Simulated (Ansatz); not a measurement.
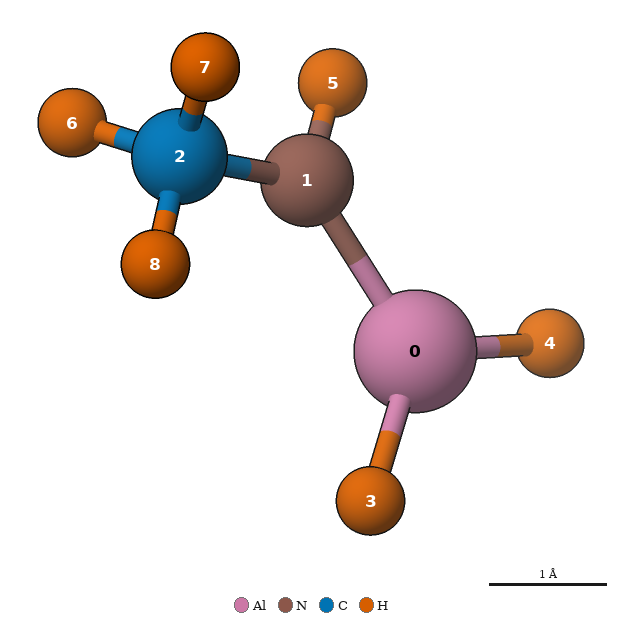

Starting geometry of the run. Atoms are numbered from 0, in the order of the input.

Ansatz 0.2.0 input:

```yaml
crystal:
  periodic: [false, false, false]
  atoms:
    - {symbol: Al, position_ang: [-1.617157, -0.236262, 0.019396]}
    - {symbol: N, position_ang: [0.000398, 0.337667, 0.441910]}
    - {symbol: C, position_ang: [1.260373, 0.039491, -0.204094]}
    - {symbol: H, position_ang: [-1.746856, -1.207152, -1.226023]}
    - {symbol: H, position_ang: [-2.826192, 0.260076, 0.914279]}
    - {symbol: H, position_ang: [0.117811, 0.957940, 1.229736]}
    - {symbol: H, position_ang: [1.967378, -0.458468, 0.470204]}
    - {symbol: H, position_ang: [1.751531, 0.938430, -0.595422]}
    - {symbol: H, position_ang: [1.092714, -0.631723, -1.049985]}
basis:
  gaussian: {orbitals: def2-TZVPP}
hamiltonian: {xc: {name: CAM-B3LYP}, dispersion: d4}
```

Command:

```sh
ansatz run in.yaml --threads 2 --pin off --events-out ev --progress --plain --max-ram 4352MiB
```

What the program printed:

```
Functional definition: CAM-B3LYP
  name "CAM-B3LYP"
  cite "Yanai, Tew & Handy, Chem. Phys. Lett. 393, 51 (2004) doi:10.1016/j.cplett.2004.06.011"
  cite "Iikura, Tsuneda, Yanai & Hirao, J. Chem. Phys. 115, 3540 (2001) doi:10.1063/1.1383587"
  cite "Becke, Phys. Rev. A 38, 3098 (1988) doi:10.1103/PhysRevA.38.3098"
  cite "Lee, Yang & Parr, Phys. Rev. B 37, 785 (1988) doi:10.1103/PhysRevB.37.785"
  cite "Vosko, Wilk & Nusair, Can. J. Phys. 58, 1200 (1980) doi:10.1139/p80-159"
  parameter alpha = 0.19
  parameter beta = 0.46
  parameter omega = 0.33/bohr
  parameter ac = 0.81
  # Exact exchange under (alpha + beta erf(omega r))/r, Becke's under what is left of 1/r.
  exchange = (1 - alpha - beta)*b88_x + beta*b88_x_sr(omega) + alpha*exact_x + beta*exact_x_lr(omega)
  correlation = (1 - ac)*vwn5_c + ac*lyp_c
977 factors; their error is unknown
276 factors; integrals over basis functions are off by at most 2.1e-5 eV
mean field evaluation 1: about -9215.3451 eV, gradient 5.8e1 eV
mean field evaluation 2: about -9207.6095 eV, gradient 8.1e1 eV
mean field evaluation 4: about -9222.2313 eV, gradient 3.4e0 eV
mean field evaluation 8: about -9222.2569 eV, gradient 4.4e-2 eV
mean field -9222.25690121 eV, -338.9116900493 hartree, gradient 1.9e-5 eV, S^2 0.000000; 0 other end points of the search recorded, 0 dependent functions left out
reference -9222.25703937 eV, -338.9116951266 hartree; 16, 16 occupied and 172, 172 virtual orbitals, 977 factors
Total energy: -9222.36566348 eV, -338.9156869891 hartree
```
